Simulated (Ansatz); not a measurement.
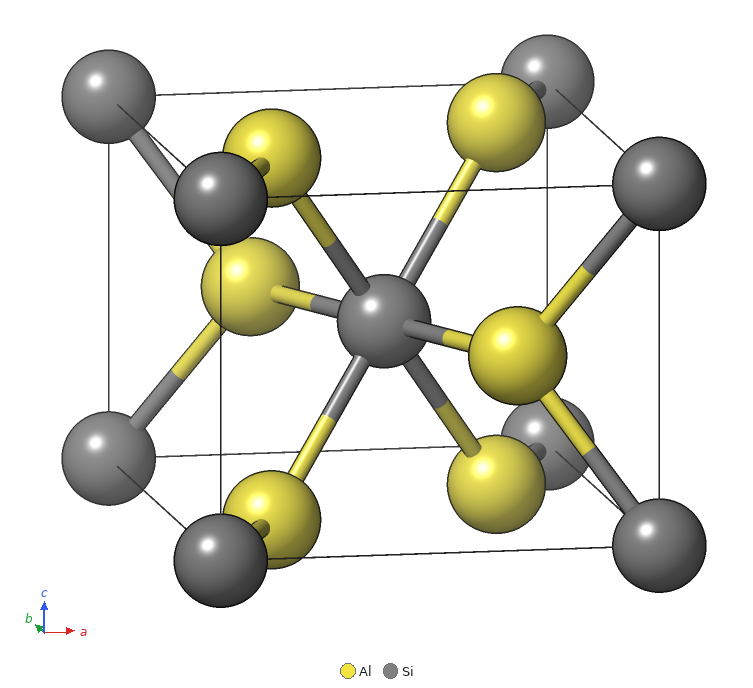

A ball-and-stick rendering, viewed slightly off an axis. The conventional unit cell is outlined; an atom on or near a face, edge or corner is repeated at each equivalent position.

The bonds drawn are Al–Al up to 2.93 Å, Al–Si up to 3.02 Å (cut-off distances).

> Formula?

Al2Si. The cell holds 4 Al, 2 Si, counting shared atoms by their share.

> Which of the Bravais lattices applies?

Primitive orthorhombic.

> What is the Hermann-Mauguin symbol of the space group?

Pnnm (No. 58), with Al on 4g and Si on 2a.

Its origin is a textbook structure type filled with these elements (whether it is the usual form wasn't checked). The picture shows the end point of a geometry optimisation with DFT PBE, scalar-relativistic, plane waves, PAW (Ansatz).
